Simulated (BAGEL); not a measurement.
# A workflow on C2H2Cl2Si (SMILES C#C[SiH](Cl)Cl)

We compute a series of 15 runs (B3LYP/6-31G*, RI-MP2/6-31G*) of C2H2Cl2Si. 

The results are computed with BAGEL 1.2.2.

2 further runs of the same task are left out: 2 set aside as unsound or not needed.

### Step 1. The structure to begin with

C2H2Cl2Si: 7 atoms, total charge 0, spin state singlet. As SMILES, `C#C[SiH](Cl)Cl`. One bond was lengthened or shortened from a relaxed shape.

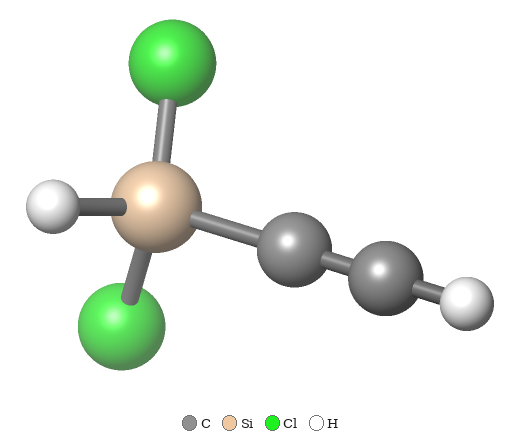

The structure, seen from a chosen angle (carbon grey, silicon light orange, chlorine green, hydrogen white).

### Step 2. The energy at B3LYP/6-31G(d) (density fitting with svp-jkfit, spherical functions) (run 1)

Input file dft.json:

```json
{ "bagel" : [

{
  "title" : "molecule",
  "basis" : "6-31gs.json",
  "df_basis" : "svp-jkfit",
  "geometry" : [
    { "atom" : "C", "xyz" : [ -0.01202811, -1.54285934,  3.29204086 ] },
    { "atom" : "C", "xyz" : [ -0.19041825, -0.81701553,  1.14077664 ] },
    { "atom" : "Si", "xyz" : [ -0.40773676,  0.25615994, -2.09462346 ] },
    { "atom" : "Cl", "xyz" : [ -2.85462028, -1.31978473, -3.58896786 ] },
    { "atom" : "Cl", "xyz" : [ -1.10013241,  4.04222623, -2.12863853 ] },
    { "atom" : "H", "xyz" : [  0.13990587, -2.18328752,  5.19669582 ] },
    { "atom" : "H", "xyz" : [  1.95064145, -0.23271221, -3.48583983 ] }
  ]
},
{
  "title" : "ks",
  "xc_func" : "b3lyp",
  "charge" : 0
},
{
  "title" : "print",
  "file" : "orbitals.molden",
  "orbitals" : true
}

]}
```

The basis set 6-31G* is read from a file made from the Basis Set Exchange's data (not shown).

The run is started by

```console
BAGEL_NUM_THREADS=1 BAGEL dft.json > dft.out
```

The log of the run:

```text
* using 1 threads per process

  ===============================================================
  ===============================================================

  *** Geometry ***

  { "atom" : "C", "xyz" : [     -0.012028,     -1.542859,      3.292041 ] },
  { "atom" : "C", "xyz" : [     -0.190418,     -0.817016,      1.140777 ] },
  { "atom" : "Si", "xyz" : [     -0.407737,      0.256160,     -2.094623 ] },
  { "atom" : "Cl", "xyz" : [     -2.854620,     -1.319785,     -3.588968 ] },
  { "atom" : "Cl", "xyz" : [     -1.100132,      4.042226,     -2.128639 ] },
  { "atom" : "H", "xyz" : [      0.139906,     -2.183288,      5.196696 ] },
  { "atom" : "H", "xyz" : [      1.950641,     -0.232712,     -3.485840 ] },

  Number of auxiliary basis functions:      570

  Since a DF basis is specified, we compute 2- and 3-index integrals:
    o Being stored without compression. Storage requirement is 0.034 GB

  Number of basis functions:       86
  Number of electrons      :       62

    * METHOD: MOLECULE                             0.32

  *** Kohn-Sham DFT ***

    * Removing 13184 points whose weight is below 1.00e-10
    * Grid points: 91158

  === Nuclear Repulsion ===
   325.4195930010

       - DIIS with orbital gradients will be used.

  === KS iteration (b3lyp / 6-31gs.json) ===
      0      -1240.43830652          0.12019286           0.39
      1      -1061.39005114          0.19169617           0.39
      2      -1162.52741462          0.12072134           0.43
      3      -1244.88885895          0.14502500           0.39
      4      -1285.60113294          0.04957418           0.62
      5      -1257.98890495          0.14310548           0.37
      6      -1258.77247659          0.14245087           0.36
      7      -1256.03936131          0.14143170           0.37
      8      -1279.07875169          0.09207219           0.37
      9      -1287.06323868          0.01701435           0.37
     10      -1287.17084929          0.01209792           0.37
     11      -1287.25067240          0.00451544           0.37
     12      -1287.25864149          0.00323800           0.37
     13      -1287.26321486          0.00070808           0.36
     14      -1287.26358751          0.00015625           0.37
     15      -1287.26361181          0.00002764           0.38
     16      -1287.26361236          0.00000827           0.37
     17      -1287.26361243          0.00000160           0.37
     18      -1287.26361243          0.00000140           0.36
     19      -1287.26361243          0.00000068           0.36
     20      -1287.26361243          0.00000014           0.37
     21      -1287.26361243          0.00000003           0.39
     22      -1287.26361243          0.00000001           0.38
    * SCF iteration converged.

    * Permanent dipole moment:
           (   -0.056944,     0.696287,    -0.322345) a.u.

    * METHOD: KS                                   9.27

    * METHOD: PRINT                                0.01

  ===============================================================
```

Wall time 9.9 s (1 thread of Arm Neoverse V2, shared host); peak memory 0.42 GiB.

### Step 3. Bond 4-3 at 2.037 A: the energy at RI-MP2/6-31G(d) (density fitting with svp-jkfit, spherical functions) (run 2)

Input file input.json:

```json
{ "bagel": [

{
  "title": "molecule",
  "basis": "6-31gs.json",
  "df_basis": "svp-jkfit",
  "geometry": [
    { "atom": "C", "xyz": [  0.41974219, -1.26477291,  3.55572946 ] },
    { "atom": "C", "xyz": [  0.24135204, -0.53892910,  1.40446524 ] },
    { "atom": "Si", "xyz": [  0.02403354,  0.53424636, -1.83093486 ] },
    { "atom": "Cl", "xyz": [ -2.85462028, -1.31978473, -3.58896786 ] },
    { "atom": "Cl", "xyz": [ -0.66836212,  4.32031265, -1.86494993 ] },
    { "atom": "H", "xyz": [  0.57167617, -1.90520109,  5.46038442 ] },
    { "atom": "H", "xyz": [  2.38241174,  0.04537421, -3.22215123 ] }
  ]
},
{ "title": "hf" },
{ "title": "mp2", "ncore": 17 }

]}
```

The basis set 6-31G* is read from a file made from the Basis Set Exchange's data (not shown).

The run is started by

```console
BAGEL_NUM_THREADS=1 BAGEL input.json > input.out
```

The log of the run:

```text
* using 1 threads per process

  ===============================================================
  ===============================================================

  *** Geometry ***

  { "atom" : "C", "xyz" : [      0.419742,     -1.264773,      3.555729 ] },
  { "atom" : "C", "xyz" : [      0.241352,     -0.538929,      1.404465 ] },
  { "atom" : "Si", "xyz" : [      0.024034,      0.534246,     -1.830935 ] },
  { "atom" : "Cl", "xyz" : [     -2.854620,     -1.319785,     -3.588968 ] },
  { "atom" : "Cl", "xyz" : [     -0.668362,      4.320313,     -1.864950 ] },
  { "atom" : "H", "xyz" : [      0.571676,     -1.905201,      5.460384 ] },
  { "atom" : "H", "xyz" : [      2.382412,      0.045374,     -3.222151 ] },

  Number of auxiliary basis functions:      570

  Since a DF basis is specified, we compute 2- and 3-index integrals:
    o Being stored without compression. Storage requirement is 0.034 GB

  Number of basis functions:       86
  Number of electrons      :       62

    * METHOD: MOLECULE                             0.32

  *** RHF ***

  === Nuclear Repulsion ===
   308.2620219747

      * DIIS with orbital gradients will be used.

  === RHF iteration (6-31gs.json) ===
      0      -1284.70875207          0.01274151           0.10
      1      -1284.80729525          0.00545891           0.10
      2      -1284.82421639          0.00158023           0.10
      3      -1284.82554491          0.00076798           0.10
      4      -1284.82585410          0.00006293           0.12
      5      -1284.82585884          0.00001844           0.10
      6      -1284.82585933          0.00000659           0.10
      7      -1284.82585940          0.00000170           0.10
      8      -1284.82585940          0.00000079           0.10
      9      -1284.82585940          0.00000052           0.10
     10      -1284.82585940          0.00000029           0.10
     11      -1284.82585940          0.00000012           0.10
     12      -1284.82585940          0.00000003           0.10
     13      -1284.82585940          0.00000001           0.10
    * SCF iteration converged.

    * Permanent dipole moment:
           (   -0.581669,     0.449012,    -0.732014) a.u.

    * METHOD: HF                                   1.61

  *** RHF ***

  === Nuclear Repulsion ===
   308.2620219747

      * DIIS with orbital gradients will be used.

  === RHF iteration (6-31gs.json) ===
      0      -1284.82585940          0.00000000           0.10
    * SCF iteration converged.

    * Permanent dipole moment:
           (   -0.581669,     0.449012,    -0.732015) a.u.

  === DF-MP2 calculation ===

    * freezing 17 orbitals
    * 3-index integral transformation done
    * assembly done

      MP2 correlation energy:   -0.5716475932      0.04

      MP2 total energy:       -1285.3975069960

    * METHOD: MP2                                  0.26

  ===============================================================
```

Wall time 2.5 s (1 thread of Arm Neoverse V2, shared host); peak memory 0.15 GiB.

Runs 3 to 12 aren't shown in full; the table further down has their settings and results.

### Step 4. Bond 4-3 at 4.685 A: a single-point energy at B3LYP/6-31G(d) (density fitting with svp-jkfit, spherical functions) (run 13)

Input file calc.json:

```json
{ "bagel" : [

{
  "title" : "molecule",
  "basis" : "6-31gs.json",
  "df_basis" : "svp-jkfit",
  "geometry" : [
    { "atom" : "C", "xyz" : [  4.16193471,  1.14543292,  5.84113778 ] },
    { "atom" : "C", "xyz" : [  3.98354456,  1.87127673,  3.68987356 ] },
    { "atom" : "Si", "xyz" : [  3.76622606,  2.94445219,  0.45447346 ] },
    { "atom" : "Cl", "xyz" : [ -2.85462028, -1.31978473, -3.58896786 ] },
    { "atom" : "Cl", "xyz" : [  3.07383040,  6.73051849,  0.42045839 ] },
    { "atom" : "H", "xyz" : [  4.31386869,  0.50500474,  7.74579274 ] },
    { "atom" : "H", "xyz" : [  6.12460426,  2.45558005, -0.93674291 ] }
  ]
},
{ "title" : "ks", "xc_func" : "b3lyp" },
{ "title" : "print", "file" : "orbitals.molden", "orbitals" : true }

]}
```

The basis set 6-31G* is read from a file made from the Basis Set Exchange's data (not shown).

The run is started by

```console
BAGEL_NUM_THREADS=1 BAGEL calc.json > calc.out
```

The log of the run:

```text
* using 1 threads per process

  ===============================================================
  ===============================================================

  *** Geometry ***

  { "atom" : "C", "xyz" : [      4.161935,      1.145433,      5.841138 ] },
  { "atom" : "C", "xyz" : [      3.983545,      1.871277,      3.689874 ] },
  { "atom" : "Si", "xyz" : [      3.766226,      2.944452,      0.454473 ] },
  { "atom" : "Cl", "xyz" : [     -2.854620,     -1.319785,     -3.588968 ] },
  { "atom" : "Cl", "xyz" : [      3.073830,      6.730518,      0.420458 ] },
  { "atom" : "H", "xyz" : [      4.313869,      0.505005,      7.745793 ] },
  { "atom" : "H", "xyz" : [      6.124604,      2.455580,     -0.936743 ] },

  Number of auxiliary basis functions:      570

  Since a DF basis is specified, we compute 2- and 3-index integrals:
    o Being stored without compression. Storage requirement is 0.034 GB

  Number of basis functions:       86
  Number of electrons      :       62

    * METHOD: MOLECULE                             0.30

  *** Kohn-Sham DFT ***

    * Removing 10885 points whose weight is below 1.00e-10
    * Grid points: 93457

  === Nuclear Repulsion ===
   240.2818222049

       - DIIS with orbital gradients will be used.

  === KS iteration (b3lyp / 6-31gs.json) ===
      0      -1208.32804048          0.10781202           0.37
      1       -952.66500079          0.18298425           0.37
      2       -963.80118201          0.08522573           0.36
      3      -1113.78330056          0.09237834           0.35
      4      -1247.91060622          0.10999269           0.41
      5      -1260.72850134          0.09703821           0.35
      6      -1259.36859441          0.10556262           0.35
      7      -1259.72466074          0.09681226           0.35
      8      -1073.23739842          0.12131074           0.35
      9      -1172.02348582          0.04377045           0.36
     10      -1250.95023324          0.12008018           0.35
     11      -1251.68950597          0.11728802           0.36
     12      -1251.53186344          0.11776112           0.36
     13      -1122.72687713          0.16518576           0.35
     14      -1069.11647622          0.13504239           0.37
     15      -1164.82415706          0.04507750           0.35
[... 76 lines of this table left out ...]
     92      -1126.62800135          0.14439643           0.36
     93      -1164.19963545          0.04895250           0.36
     94      -1126.87846707          0.14406038           0.36
     95      -1126.81804164          0.14429433           0.36
     96      -1127.17761907          0.14329877           0.37
     97      -1127.07690430          0.14359603           0.36
     98      -1127.17493857          0.14334467           0.36
     99      -1164.15729871          0.04959319           0.36
    * Max iteration reached in SCF.

    * Permanent dipole moment:
           ( -128.773864,   -96.232396,  -121.529873) a.u.

    * METHOD: KS                                  36.25

    * METHOD: PRINT                                0.01

  ===============================================================
```

Wall time 37 s (1 thread of Arm Neoverse V2, shared host); peak memory 0.43 GiB.

No converged result was reached.

Run 14 isn't shown in full; the table further down has it.

### Step 5. Bond 4-3 at 5.703 A: the energy at B3LYP/6-31G(d) (density fitting with svp-jkfit, spherical functions) (run 15)

Input file input.json:

```json
{ "bagel" : [

{
  "title" : "molecule",
  "basis" : "6-31gs.json",
  "df_basis" : "svp-jkfit",
  "geometry" : [
    { "atom" : "C", "xyz" : [  5.60125973,  2.07244941,  6.72015334 ] },
    { "atom" : "C", "xyz" : [  5.42286958,  2.79829322,  4.56888912 ] },
    { "atom" : "Si", "xyz" : [  5.20555108,  3.87146868,  1.33348902 ] },
    { "atom" : "Cl", "xyz" : [ -2.85462028, -1.31978473, -3.58896786 ] },
    { "atom" : "Cl", "xyz" : [  4.51315542,  7.65753497,  1.29947395 ] },
    { "atom" : "H", "xyz" : [  5.75319371,  1.43202123,  8.62480830 ] },
    { "atom" : "H", "xyz" : [  7.56392928,  3.38259653, -0.05772735 ] }
  ]
},
{ "title" : "ks", "xc_func" : "b3lyp" },
{ "title" : "print", "file" : "orbitals.molden", "orbitals" : true }

]}
```

The basis set 6-31G* is read from a file made from the Basis Set Exchange's data (not shown).

The run is started by

```console
BAGEL_NUM_THREADS=1 BAGEL input.json > input.out
```

The log of the run:

```text
* using 1 threads per process

  ===============================================================
  ===============================================================

  *** Geometry ***

  { "atom" : "C", "xyz" : [      5.601260,      2.072449,      6.720153 ] },
  { "atom" : "C", "xyz" : [      5.422870,      2.798293,      4.568889 ] },
  { "atom" : "Si", "xyz" : [      5.205551,      3.871469,      1.333489 ] },
  { "atom" : "Cl", "xyz" : [     -2.854620,     -1.319785,     -3.588968 ] },
  { "atom" : "Cl", "xyz" : [      4.513155,      7.657535,      1.299474 ] },
  { "atom" : "H", "xyz" : [      5.753194,      1.432021,      8.624808 ] },
  { "atom" : "H", "xyz" : [      7.563929,      3.382597,     -0.057727 ] },

  Number of auxiliary basis functions:      570

  Since a DF basis is specified, we compute 2- and 3-index integrals:
    o Being stored without compression. Storage requirement is 0.034 GB

  Number of basis functions:       86
  Number of electrons      :       62

    * METHOD: MOLECULE                             0.30

  *** Kohn-Sham DFT ***

    * Removing 10541 points whose weight is below 1.00e-10
    * Grid points: 93801

  === Nuclear Repulsion ===
   228.6515119030

       - DIIS with orbital gradients will be used.

  === KS iteration (b3lyp / 6-31gs.json) ===
      0      -1208.18696156          0.10789040           0.40
      1       -949.09349944          0.18538732           0.39
      2       -960.79521725          0.07647801           0.38
      3      -1107.09452221          0.09446129           0.38
      4      -1240.02023865          0.10835256           0.42
      5      -1241.29397626          0.08956237           0.38
      6      -1254.69214646          0.10976803           0.37
      7      -1254.30938348          0.11009383           0.42
      8      -1008.26829633          0.09641064           0.37
      9      -1165.87670202          0.06819764           0.37
     10      -1257.15214048          0.10040318           0.37
     11      -1257.54373774          0.09692115           0.38
     12      -1257.42460813          0.09669891           0.37
     13      -1240.45658870          0.14109531           0.36
     14      -1232.28662896          0.18048187           0.37
     15      -1162.44245856          0.05430982           0.38
[... 76 lines of this table left out ...]
     92      -1126.01998451          0.14161506           0.37
     93      -1159.96730896          0.04656894           0.37
     94      -1062.20165126          0.14323808           0.37
     95      -1125.83337365          0.14112448           0.37
     96      -1125.85664733          0.14104941           0.37
     97      -1125.94375825          0.14084617           0.37
     98      -1125.79307736          0.14153721           0.37
     99      -1159.79932787          0.04977072           0.37
    * Max iteration reached in SCF.

    * Permanent dipole moment:
           ( -155.823105,  -113.946667,  -138.334833) a.u.

    * METHOD: KS                                  37.35

    * METHOD: PRINT                                0.01

  ===============================================================
```

Wall time 38 s (1 thread of Arm Neoverse V2, shared host); peak memory 0.43 GiB.

The iterations ended before the threshold was met.

### Step 6. The series

```
run                                                                level  frozen core orbitals              partner    energy (Eh)  wall time
  1   B3LYP/6-31G* (density fitting with svp-jkfit, spherical functions)                     –  bond 4-3 at 1.731 A   -1287.263612      9.9 s
  2  RI-MP2/6-31G* (density fitting with svp-jkfit, spherical functions)                    17  bond 4-3 at 2.037 A   -1285.397507      2.5 s
  3   B3LYP/6-31G* (density fitting with svp-jkfit, spherical functions)                     –  bond 4-3 at 2.037 A   -1287.327002       11 s
  4  RI-MP2/6-31G* (density fitting with svp-jkfit, spherical functions)                    17  bond 4-3 at 2.342 A   -1285.375966      2.5 s
  5   B3LYP/6-31G* (density fitting with svp-jkfit, spherical functions)                     –  bond 4-3 at 2.342 A   -1287.310501       10 s
  6  RI-MP2/6-31G* (density fitting with svp-jkfit, spherical functions)                    17  bond 4-3 at 2.750 A   -1285.325308      2.6 s
  7   B3LYP/6-31G* (density fitting with svp-jkfit, spherical functions)                     –  bond 4-3 at 2.750 A   -1287.265817      8.7 s
  8  RI-MP2/6-31G* (density fitting with svp-jkfit, spherical functions)                    17  bond 4-3 at 3.259 A   -1285.271353      2.8 s
  9   B3LYP/6-31G* (density fitting with svp-jkfit, spherical functions)                     –  bond 4-3 at 3.259 A   -1287.218067      9.6 s
 10  RI-MP2/6-31G* (density fitting with svp-jkfit, spherical functions)                    17  bond 4-3 at 3.870 A   -1285.226194        3 s
 11   B3LYP/6-31G* (density fitting with svp-jkfit, spherical functions)                     –  bond 4-3 at 3.870 A   -1287.180541       14 s
 12  RI-MP2/6-31G* (density fitting with svp-jkfit, spherical functions)                    17  bond 4-3 at 4.685 A   -1285.192731      3.6 s
 13   B3LYP/6-31G* (density fitting with svp-jkfit, spherical functions)                     –  bond 4-3 at 4.685 A  not converged       37 s
 14  RI-MP2/6-31G* (density fitting with svp-jkfit, spherical functions)                    17  bond 4-3 at 5.703 A   -1285.181791      3.9 s
 15   B3LYP/6-31G* (density fitting with svp-jkfit, spherical functions)                     –  bond 4-3 at 5.703 A  not converged       38 s
```

### Step 7. What came out

```
                                                                 quantity           value
                                bond 4-3 at 5.703 A, run 14: total energy  -1285.18179 Eh
bond 4-3 at 5.703 A, run 14: correlation energy (17 core orbitals frozen)      -608.2 mEh
```

What this shows: In runs 10, 11, 12, 14 a closed-shell determinant meets a far-stretched bond, which it describes badly. All runs together took 2.7 min, the longest 38 s. 2 of the 15 runs did not end normally.
